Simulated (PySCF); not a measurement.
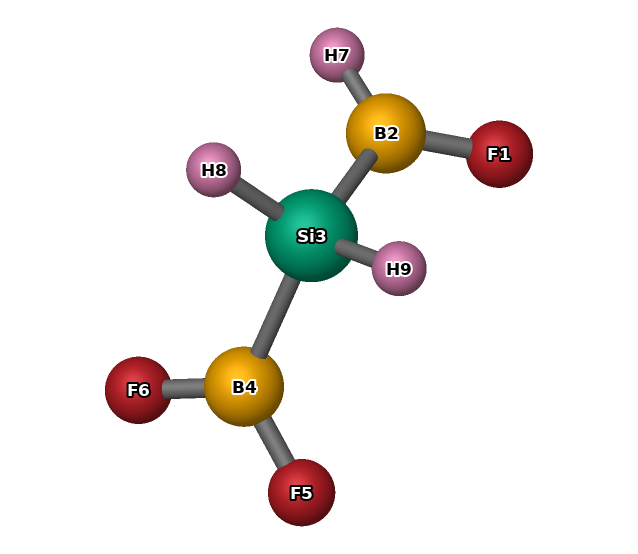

The thickness of each stick grows with its Mayer bond order. Computed geometry: GFN2-xTB optimisation. No frequency run is at hand to confirm it as a minimum. Computed with PBE0/pcSseg-1 (PySCF 2.14.0).

List the Mayer bond orders of F1–B2, B2–Si3, B2–H7, Si3–B4, Si3–H8, Si3–H9, B4–F5, B4–F6.

```
  bond  Mayer order  length (Å)
 F1–B2         1.15       1.315
B2–Si3         0.93       1.984
 B2–H7         0.92       1.179
Si3–B4         0.94       1.989
Si3–H8         0.95       1.474
Si3–H9         0.95       1.473
 B4–F5         1.11       1.320
 B4–F6         1.11       1.322
```

The geometry is semi-empirical. Around B, Si such bond lengths and angles can be off by a tenth of an ångström or more and by several degrees, and values that hang on the shape move with them.
